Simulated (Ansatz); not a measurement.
Results of PBEsol in Ansatz (PAW) for white tin (β-Sn).

Numerical settings: plane-wave cutoff 520 eV, 20×20×20 k mesh, Fermi–Dirac smearing 0.05 eV, scalar-relativistic PAW data made under PBE.

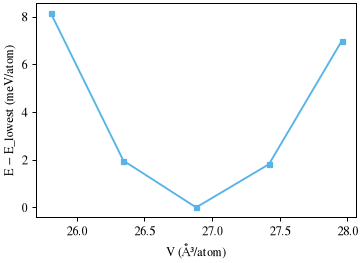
Fig. 1. Total energy against volume

Q: From the curve, estimate the equilibrium volume and the bulk modulus.

A: V0 ≈ 26.9 Å³/atom and B0 ≈ 56 GPa; the fit gives V0 = 26.883 Å³/atom, B0 = 56.2 GPa, B′ = 4.8.

Shape and atoms are relaxed at each volume.

Measured, for comparison: bulk modulus 57.0 GPa (temperature not stated, no zero-point or thermal correction; as tabulated in Chen et al. (2023), arXiv:2209.05059). Computed (rounded) less measured: bulk modulus -1 %.

Note: the bulk modulus comes from volumes at which shape and atoms were relaxed.

Spin–orbit coupling is not included.

Computing time: very roughly 9 core-minutes.

Ansatz is a first-principles code.
